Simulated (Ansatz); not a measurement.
## Nudged elastic band of CH$_{10}$AsNSi (part 2 of 2)

The same run, continued: CH$_{10}$AsNSi; RHF/def2-SVP (Ansatz 0.2.0). It belongs to a series of runs on one base structure; here: band between the two ends.

Geometry of the input (Å):
```
Si -0.0696  -1.1310  -1.2360
C  0.6675  -1.9539  0.2858
H  0.3964  -1.8779  -2.4394
H  -1.5517  -1.2049  -1.2281
N  0.3521  0.5520  -1.2440
H  -1.7079  1.5956  1.3826
As -0.8364  2.8203  1.2679
H  1.7591  -1.8878  0.2774
H  0.4019  -3.0132  0.3212
H  0.3077  -1.4776  1.2005
H  -0.1457  1.1869  -1.8392
H  1.3143  0.8277  -1.1792
H  0.3916  2.1581  1.8401
H  -1.2791  3.4059  2.5906
```

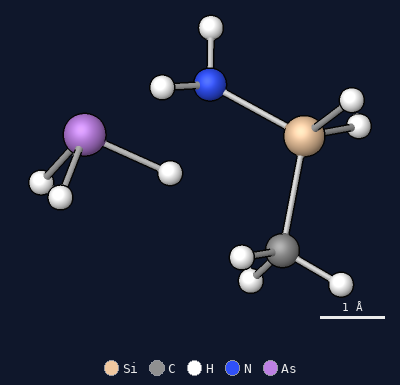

Fig. 1: The starting structure (ball-and-stick view, seen at a tilt).

Output, continued:
```
NEB iter  44: max|band force component| = 7.150e-2 eV/Å  barrier→ = 3.6128 eV  barrier← = 3.8241 eV  CI = image 4  Δτ_max = 0.0121 Å  (204 SCF iters)
the calculation of the forces begins
reference -71317.13191259 eV, -2620.8562572995 hartree; 35, 35 occupied and 93, 93 virtual orbitals, 1380 factors
1387 factors; integrals over basis functions are off by at most 1.1e-3 eV
mean field -71313.31043532 eV, -2620.7158206001 hartree, gradient 1.8e-5 eV, S^2 0.000000; 1 other end points of the search recorded, 0 dependent functions left out
the calculation of the forces begins
reference -71313.31043532 eV, -2620.7158206001 hartree; 35, 35 occupied and 93, 93 virtual orbitals, 1387 factors
NEB iter  45: max|band force component| = 4.008e-2 eV/Å  barrier→ = 3.6125 eV  barrier← = 3.8238 eV  CI = image 4  Δτ_max = 0.0000 Å  (413 SCF iters)
```

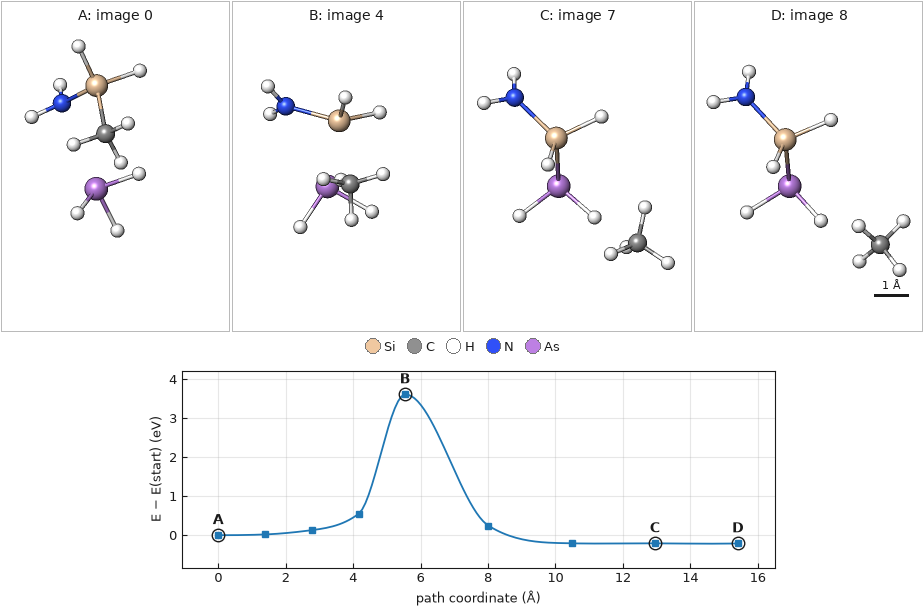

Fig. 2: Images of the last band (counted from 0; ball-and-stick, seen at a tilt) above the energy along the path; the line is a cubic interpolation that uses the forces. The highest image is number 4, 3.612 eV above the start and 3.824 eV above the end (the climbing image); the end lies 0.211 eV below the start. The path is 15.42 Å long. The band converged in 45 iterations.

```
Total energy: -71313.31043532 eV, -2620.7158206001 hartree
Atom 0 at    -0.235149    -0.470781    -0.988422 Å, force    -0.007387    -0.020072     0.001150 eV/Å
Atom 1 at     0.515578    -1.153922     0.907051 Å, force     0.012118    -0.033635     0.022972 eV/Å
Atom 2 at     0.354274    -1.685749    -1.614923 Å, force    -0.006573     0.007636     0.006572 eV/Å
Atom 3 at    -1.684453    -0.658109    -0.946936 Å, force     0.002204     0.010410    -0.000533 eV/Å
Atom 4 at     0.594305     0.765290    -1.780430 Å, force     0.017870     0.001548    -0.037123 eV/Å
Atom 5 at    -0.118889    -0.049359     0.721759 Å, force    -0.000116     0.028140    -0.000195 eV/Å
Atom 6 at    -1.144524     1.826744     0.816969 Å, force     0.006012     0.002462     0.001045 eV/Å
Atom 7 at     1.550651    -1.233168     0.579950 Å, force     0.000683     0.006912    -0.006908 eV/Å
Atom 8 at    -0.002076    -2.110993     0.852971 Å, force     0.004862     0.001343    -0.001777 eV/Å
Atom 9 at     0.511608    -0.823406     1.946566 Å, force    -0.005337    -0.000177    -0.003217 eV/Å
Atom 10 at     0.423288     1.743672    -1.668642 Å, force    -0.014461    -0.000702     0.015218 eV/Å
Atom 11 at     1.277936     0.544046    -2.477999 Å, force    -0.000016     0.000291     0.002724 eV/Å
Atom 12 at    -0.035719     2.167775     1.795858 Å, force    -0.003643    -0.004801     0.005624 eV/Å
Atom 13 at    -2.006729     1.138158     1.856327 Å, force    -0.006214     0.000645    -0.005553 eV/Å
Dipole moment:     0.635113    -0.797680    -0.355250 e Å
this run last wrote the band of iteration 45 to [file]
```

The last band as extended XYZ (Å, eV, eV/Å):
```
14
Properties=species:S:1:pos:R:3:forces:R:3 image=0 energy=-71316.92292
Si   -0.0696   -1.1310   -1.2360    0.0006   0.0035  -0.0003
C     0.6675   -1.9539    0.2858    0.0056   0.0112  -0.0020
H     0.3964   -1.8779   -2.4394   -0.0051   0.0079   0.0108
H    -1.5517   -1.2049   -1.2281    0.0126   0.0014   0.0007
N     0.3521    0.5520   -1.2440    0.0153   0.0004  -0.0038
H    -1.7079    1.5956    1.3826   -0.0015  -0.0015   0.0005
As   -0.8364    2.8203    1.2679    0.0018   0.0016  -0.0042
H     1.7591   -1.8878    0.2774   -0.0108  -0.0003  -0.0022
H     0.4019   -3.0132    0.3212   -0.0011   0.0005   0.0014
H     0.3077   -1.4776    1.2005    0.0013  -0.0071  -0.0091
H    -0.1457    1.1869   -1.8392   -0.0024  -0.0102   0.0021
H     1.3143    0.8277   -1.1792   -0.0157  -0.0077   0.0029
H     0.3916    2.1581    1.8401    0.0038  -0.0032  -0.0008
H    -1.2791    3.4059    2.5906   -0.0045   0.0035   0.0039
14
Properties=species:S:1:pos:R:3:forces:R:3 image=1 energy=-71316.90375
Si   -0.1106   -1.0152   -1.1862   -0.0091  -0.0100  -0.0077
C     0.6349   -1.7425    0.3788    0.0041  -0.0098   0.0135
H     0.1492   -1.9638   -2.3058    0.0023   0.0024  -0.0029
H    -1.5827   -0.8755   -1.0692    0.0008  -0.0052  -0.0015
N     0.5201    0.5782   -1.4493   -0.0055  -0.0004   0.0056
H    -1.3811    1.0923    1.3151   -0.0133   0.0029   0.0108
As   -1.0227    2.5553    1.3178    0.0023   0.0022   0.0007
H     1.7169   -1.8643    0.2804    0.0039   0.0005  -0.0072
H     0.2100   -2.7272    0.5884    0.0063  -0.0068  -0.0068
H     0.4456   -1.0976    1.2391    0.0011  -0.0071  -0.0046
H     0.0318    1.2086   -2.0565    0.0035   0.0029  -0.0056
H     1.5094    0.7232   -1.5223   -0.0009   0.0129   0.0141
H     0.4067    2.3366    1.7460    0.0080  -0.0089  -0.0060
H    -1.5275    2.7921    2.7237   -0.0034   0.0244  -0.0024
14
Properties=species:S:1:pos:R:3:forces:R:3 image=2 energy=-71316.79410
Si   -0.0867   -0.9534   -1.1417    0.0020  -0.0273  -0.0175
C     0.6320   -1.6198    0.4670    0.0243  -0.0316   0.0029
H     0.0818   -2.0113   -2.1733    0.0008  -0.0159  -0.0219
H    -1.5374   -0.6895   -0.9691    0.0124  -0.0143  -0.0115
N     0.6374    0.5338   -1.6497   -0.0111  -0.0204   0.0084
H    -0.8774    0.9920    1.0174   -0.0486   0.0294   0.0170
As   -1.1066    2.4342    1.3640   -0.0190   0.0275   0.0193
H     1.6987   -1.8330    0.3594    0.0065  -0.0118  -0.0166
H     0.1332   -2.5507    0.7499    0.0091  -0.0201  -0.0129
H     0.5183   -0.9131    1.2911    0.0060  -0.0037  -0.0305
H     0.0825    1.3494   -1.8161   -0.0208  -0.0145  -0.0323
H     1.4842    0.5567   -2.1820    0.0342   0.0135   0.0266
H     0.2207    2.5909    2.0634    0.0017   0.0226   0.0376
H    -1.8806    2.1139    2.6199    0.0026   0.0664   0.0315
14
Properties=species:S:1:pos:R:3:forces:R:3 image=3 energy=-71316.37453
Si   -0.0903   -0.7778   -1.0103    0.1058  -0.1925  -0.0119
C     0.5978   -1.3876    0.6556    0.0484  -0.1181  -0.1247
H     0.2345   -1.8825   -1.9365   -0.0147  -0.1134  -0.1699
H    -1.5697   -0.6427   -0.9151    0.0867  -0.0217  -0.0074
N     0.6317    0.6262   -1.7149    0.0447  -0.0502   0.0283
H    -0.4558    0.7446    0.8073   -0.1997   0.4497   0.0436
As   -1.1263    2.0496    1.0916   -0.0325   0.1125   0.1254
H     1.6728   -1.5367    0.5398    0.0786  -0.1430   0.0040
H     0.1324   -2.3594    0.8401    0.0963  -0.1354   0.0009
H     0.4546   -0.7947    1.5595   -0.0489   0.0331  -0.2092
H     0.3445    1.5758   -1.5879   -0.0452  -0.0990   0.0511
H     1.2351    0.5291   -2.5068    0.0030  -0.0150   0.0012
H    -0.0348    2.4381    2.0550   -0.0670   0.1567   0.1581
H    -2.0264    1.4182    2.1227   -0.0553   0.1363   0.1105
14
Properties=species:S:1:pos:R:3:forces:R:3 image=4 energy=-71313.31044
Si   -0.2351   -0.4708   -0.9884   -0.0074  -0.0201   0.0011
C     0.5156   -1.1539    0.9071    0.0121  -0.0336   0.0230
H     0.3543   -1.6857   -1.6149   -0.0066   0.0076   0.0066
H    -1.6845   -0.6581   -0.9469    0.0022   0.0104  -0.0005
N     0.5943    0.7653   -1.7804    0.0179   0.0015  -0.0371
H    -0.1189   -0.0494    0.7218   -0.0001   0.0281  -0.0002
As   -1.1445    1.8267    0.8170    0.0060   0.0025   0.0010
H     1.5507   -1.2332    0.5799    0.0007   0.0069  -0.0069
H    -0.0021   -2.1110    0.8530    0.0049   0.0013  -0.0018
H     0.5116   -0.8234    1.9466   -0.0053  -0.0002  -0.0032
H     0.4233    1.7437   -1.6686   -0.0145  -0.0007   0.0152
H     1.2779    0.5440   -2.4780    0.0000   0.0003   0.0027
H    -0.0357    2.1678    1.7959   -0.0036  -0.0048   0.0056
H    -2.0067    1.1382    1.8563   -0.0062   0.0006  -0.0056
14
Properties=species:S:1:pos:R:3:forces:R:3 image=5 energy=-71316.67578
Si   -0.6395    0.2264   -1.1778   -0.0966   0.1907  -0.0749
C     0.6728   -1.4806    1.4528    0.0838  -0.0830   0.1629
H    -0.1289   -1.1478   -1.0018   -0.1100   0.1340   0.1886
H    -1.9574    0.0334   -1.8268   -0.0795   0.1458  -0.2295
N     0.6100    1.0532   -2.0132   -0.0046   0.0831  -0.0722
H     0.1572   -0.5428    1.2966    0.0762  -0.1293   0.1613
As   -1.2063    1.8126    0.5538   -0.0399  -0.0163  -0.0803
H     1.5840   -1.4884    0.8550    0.0291  -0.0400   0.0782
H     0.0270   -2.2997    1.1390    0.0430  -0.0415   0.0962
H     0.9092   -1.5638    2.5087    0.1264  -0.1713   0.1559
H     0.6618    2.0493   -2.0631    0.0226   0.0714  -0.1231
H     1.2705    0.5983   -2.6107   -0.0349   0.0032  -0.0390
H     0.0486    1.7991    1.3924   -0.0030  -0.0819  -0.1258
H    -2.0090    0.9511    1.4953   -0.0126  -0.0651  -0.0983
14
Properties=species:S:1:pos:R:3:forces:R:3 image=6 energy=-71317.13135
Si   -0.5079    0.7001   -1.3263    0.0082  -0.0236   0.0379
C     0.5004   -2.1622    1.8788    0.0025  -0.0117  -0.0073
H     0.1806   -0.5478   -0.9335    0.0055   0.0035  -0.0069
H    -1.8501    0.3183   -1.8402   -0.0132   0.0222  -0.0110
N     0.5166    1.5249   -2.4375    0.0117   0.0166  -0.0064
H     0.1618   -1.1361    2.0160    0.0009  -0.0123   0.0213
As   -0.9098    2.1904    0.4883   -0.0299   0.0188  -0.0040
H     1.4360   -2.1608    1.3204    0.0043  -0.0101   0.0098
H    -0.2518   -2.7205    1.3218   -0.0002  -0.0031   0.0039
H     0.6550   -2.6302    2.8503    0.0040  -0.0013   0.0129
H     0.3288    2.4606   -2.7389   -0.0051   0.0076  -0.0201
H     1.0652    1.0234   -3.1081    0.0027   0.0029  -0.0174
H     0.3924    1.9293    1.2032    0.0078  -0.0147  -0.0065
H    -1.7171    1.2106    1.3060    0.0006   0.0053  -0.0062
14
Properties=species:S:1:pos:R:3:forces:R:3 image=7 energy=-71317.13191
Si   -0.2873    0.8274   -1.2533    0.0266   0.0008   0.0091
C     0.2763   -2.5669    1.9239   -0.0019   0.0018   0.0011
H     0.8263   -0.0388   -0.8090    0.0003  -0.0044  -0.0061
H    -1.5110    0.0174   -1.4585   -0.0021   0.0084   0.0033
N     0.2019    1.5647   -2.7304   -0.0095  -0.0001  -0.0037
H     0.0329   -1.5244    2.1268    0.0026   0.0005   0.0025
As   -0.8600    2.4198    0.4423   -0.0186   0.0110   0.0094
H     1.3587   -2.6834    1.8750   -0.0026  -0.0023   0.0019
H    -0.1640   -2.8641    0.9724   -0.0004  -0.0031   0.0005
H    -0.1222   -3.1940    2.7209    0.0020  -0.0049   0.0003
H    -0.4035    2.1580   -3.2627    0.0009  -0.0011  -0.0023
H     1.1659    1.7501   -2.9242    0.0013   0.0030   0.0033
H     0.5610    2.7388    0.8443    0.0027  -0.0075  -0.0149
H    -1.0747    1.3957    1.5325   -0.0013  -0.0021  -0.0044
14
Properties=species:S:1:pos:R:3:forces:R:3 image=8 energy=-71317.13423
Si   -0.2772    0.9183   -1.2632    0.0037  -0.0016   0.0067
C     0.3530   -2.7672    1.9825   -0.0086  -0.0072   0.0029
H     0.9593    0.1927   -0.8981    0.0043   0.0001  -0.0017
H    -1.4118   -0.0278   -1.3670   -0.0065  -0.0023  -0.0023
N    -0.0026    1.6747   -2.7858    0.0061   0.0020  -0.0152
H     0.5926   -1.7831    2.3852   -0.0046  -0.0060  -0.0001
As   -0.8897    2.4622    0.4629   -0.0123   0.0065  -0.0046
H     0.5359   -3.5256    2.7441   -0.0030   0.0139  -0.0147
H     0.9800   -2.9655    1.1134   -0.0052  -0.0024   0.0060
H    -0.6964   -2.7945    1.6875    0.0209   0.0013   0.0064
H    -0.7333    2.1328   -3.2944    0.0086  -0.0020   0.0070
H     0.8986    2.0366   -3.0288   -0.0125   0.0004  -0.0017
H     0.5073    2.9953    0.6788    0.0086   0.0023   0.0033
H    -0.8155    1.4512    1.5830    0.0004  -0.0051   0.0079
```

Summary:

- outcome: converged
- barrier, forward: 3.612 eV
- barrier, backward: 3.824 eV
- hardware: 2 threads of Arm Neoverse V2, 24 GiB of memory available, shared host
- wall time: 9.9 min (CPU time 19 min)
- peak memory: 0.34 GiB

The order of the saddle point was not checked.
